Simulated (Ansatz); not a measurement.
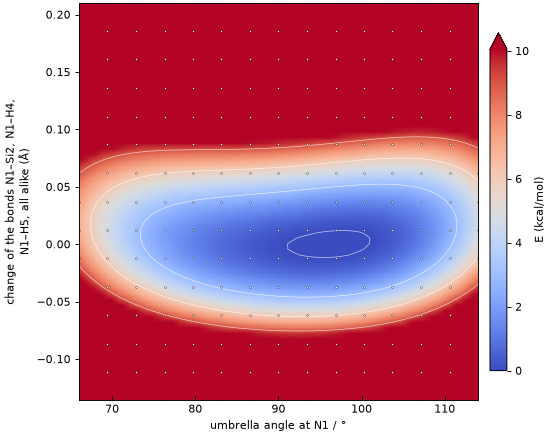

FH4NSi, SMILES N[SiH2]F. First axis: umbrella angle at N1 (between each of its bonds and their common axis; 90 is planar). Second axis: change of the bonds N1–Si2, N1–H4, N1–H5, all alike. Nothing is relaxed (all other coordinates rigid). The grid has 15 × 15 points. Points are written as (first, second). Energies are in kcal/mol, from the lowest grid point. Level of theory: RKS B3LYP-D4/def2-TZVP in Ansatz.

Drawn: a smooth colour map with a few white contour lines, dots at the grid points, one colour for all values above the top of the scale. Between grid points the surface is interpolated.

Question: Estimate the position of the minimum and the force constants in these coordinates.

Answer: The interpolated minimum is at the first coordinate ≈ 96.5°, the second coordinate ≈ 0.000 Å. The curvatures there are about 2.3 eV/rad² and 122 eV/Å², with a cross term of about −3.9 eV/(rad·Å). Round the minimum the valley is somewhat tilted: raising the first coordinate shifts the best value of the second coordinate upwards (coupling k₁₂/√(k₁₁k₂₂) about −0.2). (1 eV is 23.1 kcal/mol.)
